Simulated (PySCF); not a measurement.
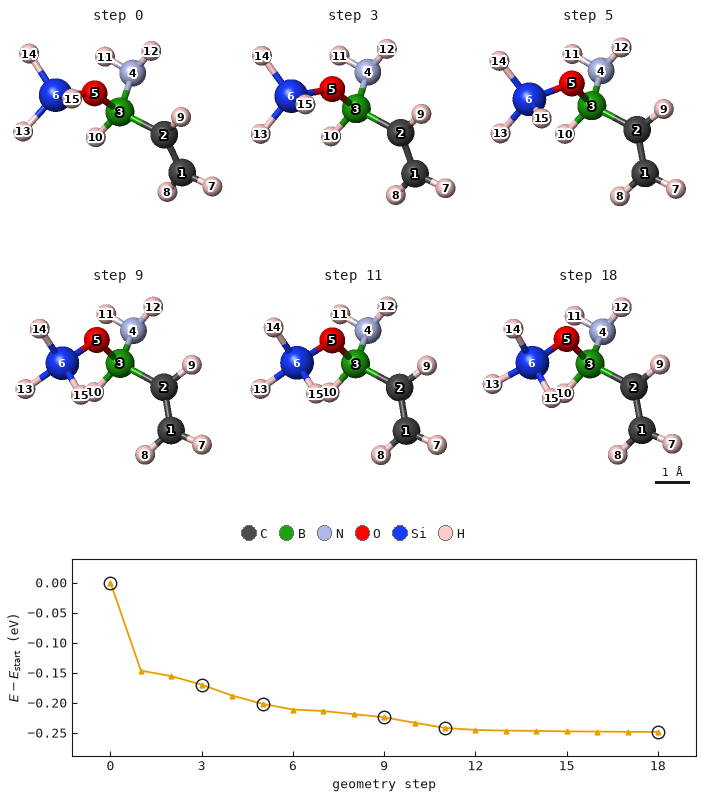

Frames of a relaxation of C₂H₉BNOSi (charge −1), marked on the history of the run. The picture is a ball-and-stick view, seen from a free direction.

The start comes from GFN2-xTB.

Theory: PBE0-D3(BJ)/def2-SVP geometry optimisation, gas phase in PySCF 2.14.0, density-fitted response routines. 

**Describe the path.**

The largest move after the best rigid fit is that of H15, 1.37 Å. Largest moves by element: H 1.37 Å, C 0.59 Å, O 0.45 Å, Si 0.33 Å, N 0.27 Å, B 0.25 Å. Some distances before and after: O5–Si6 1.551 → 1.620 Å, B3–H10 1.209 → 1.257 Å, Si6–H13 1.484 → 1.511 Å, Si6–H14 1.489 → 1.512 Å. Bond angles that change, for instance: B3–O5–Si6 151.5° → 123.0°, O5–Si6–H15 111.2° → 116.1°, C2–B3–H10 113.8° → 109.7°. Groups turn about O5–Si6 by about 55°, C2–B3 by about 25°. After 18 geometry steps the energy has fallen by 0.248 eV. From step 0 to 3: H8 moves most (0.29 Å), energy −0.170 eV. From step 3 to 5: H8 moves most (0.59 Å), energy −0.032 eV. From step 5 to 9: H15 moves most (0.66 Å), energy −0.022 eV. From step 9 to 11: H atoms move most (0.07 Å), energy −0.018 eV. From step 11 to 18: H15 moves most (0.21 Å), energy −0.007 eV.

Limits of the set-up: the basis has no diffuse functions, which an anion needs.
